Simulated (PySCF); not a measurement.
NaTe (doublet)

```xyz
2

Na    0.0000    0.0000   -2.3968
Te    0.0000    0.0000    0.4242
```

Core potentials replace the inner electrons of Te.

Level of theory: PBE0/aug-cc-pVDZ(-PP), non-relativistic Hamiltonian with scalar-relativistic core potentials where named, at a bond length of 2.821 Å (PySCF 2.14.0).

What will maps of the electron density, electron localisation function and spin density show?

Answer. Na–Te (2.82 Å): the density is about 0.26 e/Å³ at the midpoint; the ELF peaks at about 0.80 in the valence shell of Te, 1.3 Å from its nucleus, and is about 0.75 at the midpoint.
The unpaired spin (1 electron) lies mostly on Te2 (about 1.0), in electrons by Hirshfeld's partition.

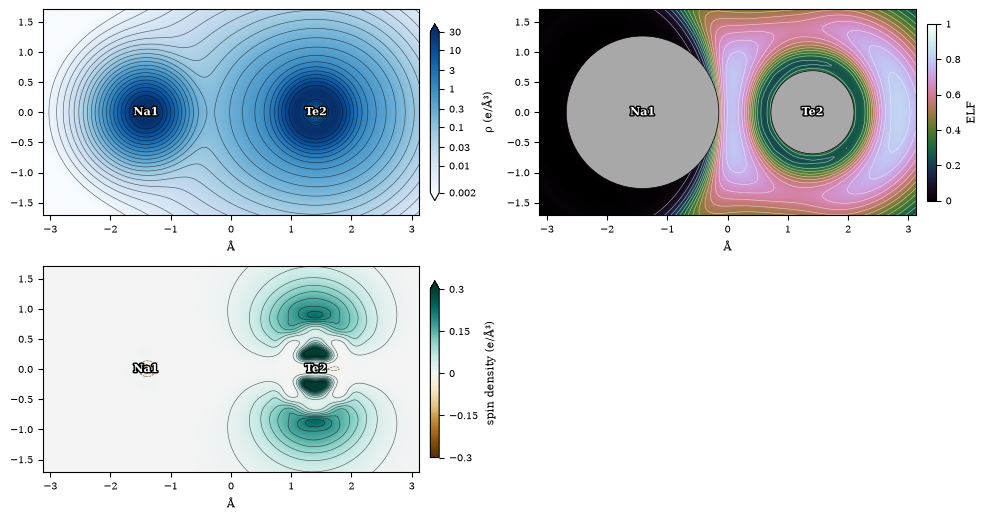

Computed electron density, electron localisation function and spin density on a plane that holds the molecular axis, in this order. Grey discs cover the atomic cores in the ELF map. 
